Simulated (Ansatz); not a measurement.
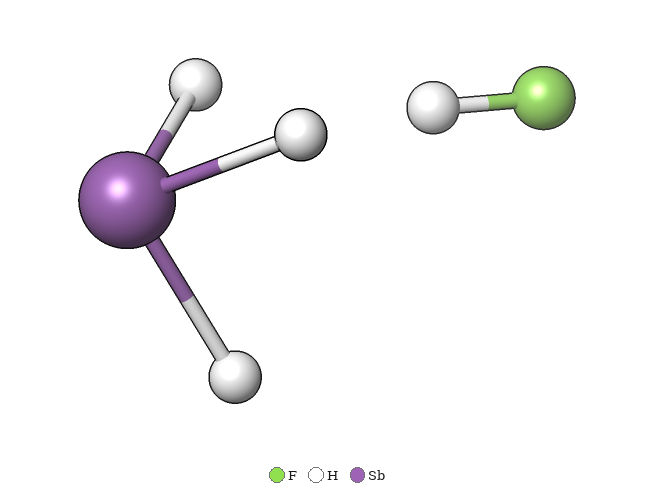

Computed geometry: PBE0-D4/def2-TZVP optimisation.

Draw it as a skeletal formula.

SMILES: F.[SbH3]

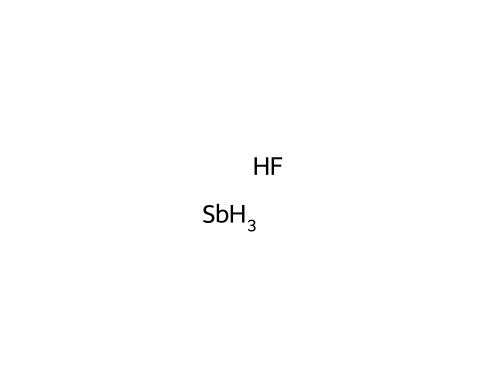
